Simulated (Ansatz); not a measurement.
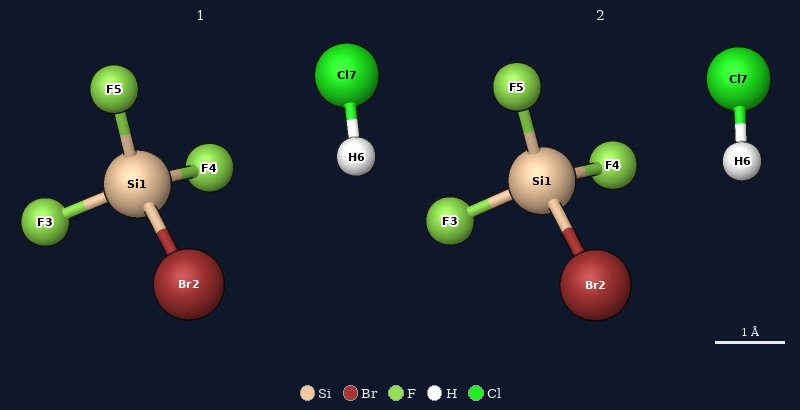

Two geometries of SiHBrClF3, drawn at one scale. One is the start of a relaxation, the other its converged end. The picture is a ball-and-stick view, seen at a tilt.

Level of theory: RKS B3LYP-D4/def2-SVP (Ansatz). Settings: no spin polarisation; force threshold 0.03 eV/Å; at most 50 steps.

Which of the two is the end point?

Structure 1 is the relaxed one. The run prepares an end point of a later path (reaction) calculation, from a guessed geometry. Over 7 accepted moves (8 points after the start) the energy falls by 1.67 kcal/mol. Largest force component: 1 eV/Å at the start, 0.022 eV/Å at the end. The line search rejected the trial step at point 2 of the run. The atom that moves furthest after the best rigid fit is H6 (0.23 Å). By element the largest moves are H 0.23 Å, Cl 0.16 Å, Br 0.12 Å, Si 0.08 Å, F 0.08 Å. Some distances before and after: Si1–Br2 2.273 → 2.190 Å, H6–Cl7 1.311 → 1.291 Å.

Limits of the set-up: the start holds two separate molecules, 2.8 Å apart at their closest, whose relative position is a soft coordinate.
